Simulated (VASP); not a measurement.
Band structure of ZrC (rock salt). Calculation: r2SCAN+rVV10, VASP's PBE PAW potentials (set 64) (plane waves; VASP 6.6.1).

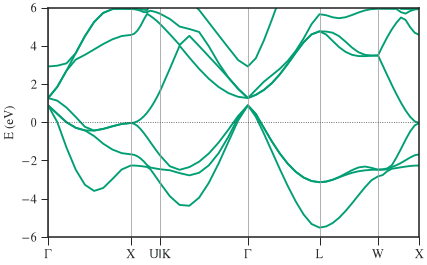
Figure: Bands along high-symmetry lines, zero at the valence-band maximum or, without a gap, the Fermi level

Question: Read the plot: is there a gap, and where are the band edges?

Answer: It has no gap at this level: it comes out as a metal or semimetal.

The compound is ZrC in the rock salt structure. It was relaxed first.
